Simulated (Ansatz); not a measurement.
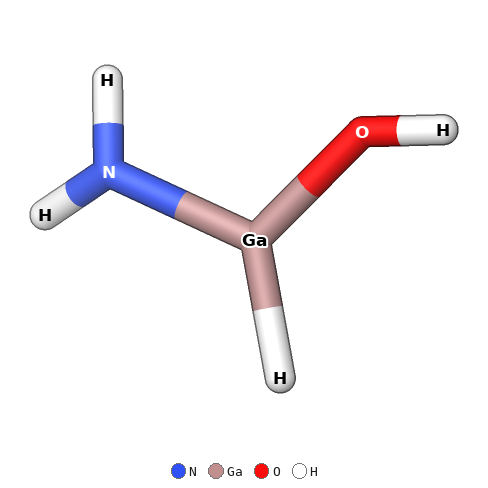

The picture shows the input geometry.

Input file:

```yaml
crystal:
  periodic: [false, false, false]
  atoms:
    - {symbol: N, position_ang: [-0.631110, 1.176430, -0.319140]}
    - {symbol: Ga, position_ang: [-0.189020, -0.462210, 0.331660]}
    - {symbol: O, position_ang: [1.463320, -0.862960, 0.074920]}
    - {symbol: H, position_ang: [0.004160, 1.603050, -0.984650]}
    - {symbol: H, position_ang: [-1.577990, 1.468650, -0.522630]}
    - {symbol: H, position_ang: [-1.144310, -1.370320, 1.105910]}
    - {symbol: H, position_ang: [2.074950, -1.552640, 0.313940]}
basis:
  gaussian: {orbitals: def2-TZVP}
hamiltonian: {xc: pbe0, dispersion: d4}
relax: {f_tol: 0.005, max_steps: 150}
```

It was started with:

```sh
ansatz run in.yaml --threads 2 --pin off --events-out ev --progress --plain --max-ram 20480MiB --backend cpu
```

What the program printed (its end):

```
895 factors; their error is unknown
mean field -55972.19412540 eV, -2056.9401947925 hartree, gradient 5.1e-5 eV, S^2 0.000000; 1 other end points of the search recorded, 0 dependent functions left out
the calculation of the forces begins
reference -55972.19415274 eV, -2056.9401957974 hartree; 25, 25 occupied and 109, 109 virtual orbitals, 895 factors
Total energy: -55972.27889102 eV, -2056.9433098719 hartree
Atom 0 at    -0.653038     1.103667    -0.459317 Å, force    -0.002352     0.001981    -0.000261 eV/Å
Atom 1 at    -0.142500    -0.450254     0.301663 Å, force    -0.000980     0.000172    -0.001892 eV/Å
Atom 2 at     1.590078    -0.803952     0.024915 Å, force     0.000429     0.000184     0.000517 eV/Å
Atom 3 at    -0.021043     1.690481    -0.976148 Å, force    -0.001505    -0.000988     0.000833 eV/Å
Atom 4 at    -1.584005     1.477960    -0.419183 Å, force     0.003803    -0.001349     0.000226 eV/Å
Atom 5 at    -1.077084    -1.392905     1.108771 Å, force     0.000205     0.000503     0.000307 eV/Å
Atom 6 at     1.887593    -1.624997     0.419309 Å, force     0.000401    -0.000504     0.000270 eV/Å
Dipole moment:    -0.237963    -0.042991     0.091078 e Å
```
